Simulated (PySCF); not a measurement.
```xyz
17
charge 0, multiplicity 1
O    -1.8789    0.7842    1.5296
Si   -2.5925   -0.3970    0.6808
O    -1.7082   -0.7025   -0.6637
Si   -0.2354   -0.3439   -1.2308
C     1.1407   -1.4375   -0.5608
C     2.1077   -0.8113    0.1079
Si    1.9183    1.0541    0.2538
N     0.3583    1.1273   -0.5013
H    -1.0213    1.0765    1.2083
H    -3.8763    0.0694    0.1758
H    -2.6166   -1.6300    1.4573
H    -0.4196   -0.2668   -2.6747
H     1.1586   -2.5101   -0.7063
H     2.9429   -1.3519    0.5351
H     2.9419    1.7892   -0.4989
H     1.8178    1.5499    1.6332
H    -0.0445    2.0123   -0.7553
```

Describe the molecule in this file.

Formula C2H9NO2Si3. Its SMILES string is `O[SiH2]O[Si@@H]1C=C[SiH2]N1`. Independent rings (smallest set): 1 of 5 members. Among its groups: alkene, Si–H bond, Si–O bond, Si–N bond. This geometry has C1 symmetry. Coordination, clear cases only: 2 O bent; 1 Si tetrahedral; 2 C trigonal planar.

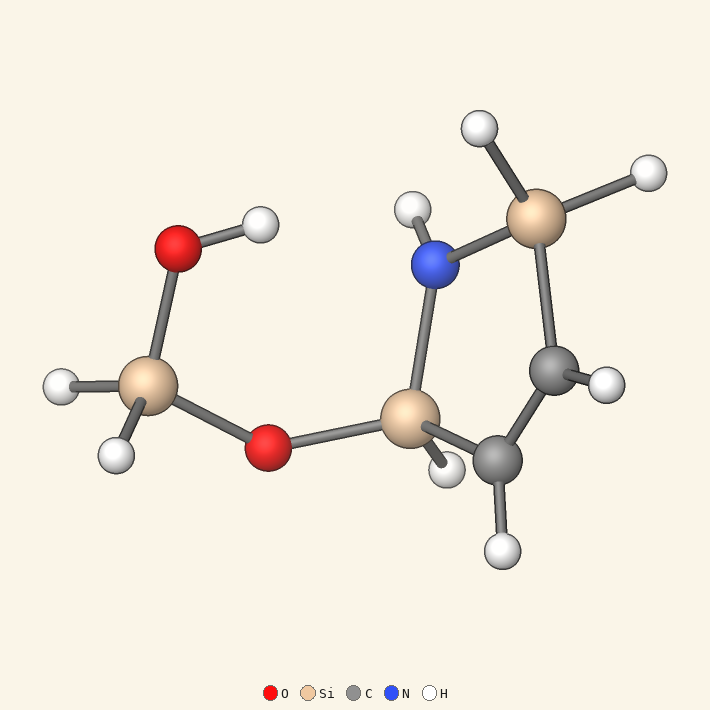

The picture comes from a calculation with PySCF.
